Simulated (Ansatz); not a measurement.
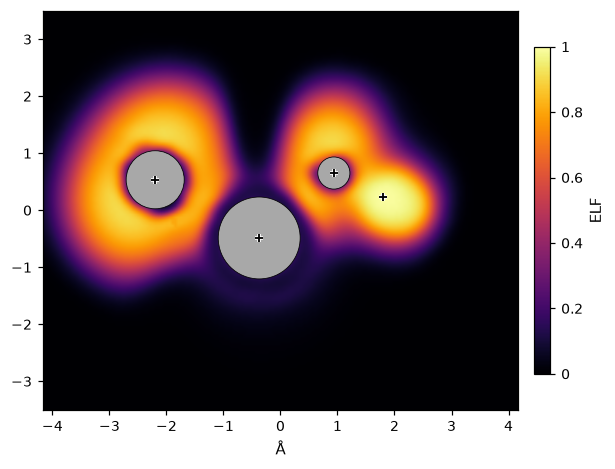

The ELF on a plane through atoms (crosses mark nuclei in the plane; grey discs cover the cores).

Method: Ansatz, RKS PBE0-D4/def2-TZVPP.

Candidates:
A. C$_{3}$H$_{8}$AlN (SMILES C[CH2][AlH][CH]=N)
B. CH$_{7}$GaSSi
C. ClF$_{2}$GeHO (SMILES [OH][Ge]([F])([F])[Cl])

Which candidate gave the map?

Answer. Candidate C: ClF$_{2}$GeHO on the plane of atoms O1, Ge2 and Cl5, which holds O, Ge, Cl and H. Ge–O (1.74 Å): the ELF peaks at about 0.85 in the valence shell of O, 0.6 Å from its nucleus, and is about 0.35 at the midpoint. Ge–Cl (2.09 Å): the ELF peaks at about 0.80 in the valence shell of Cl, 0.9 Å from its nucleus, and is about 0.70 at the midpoint.
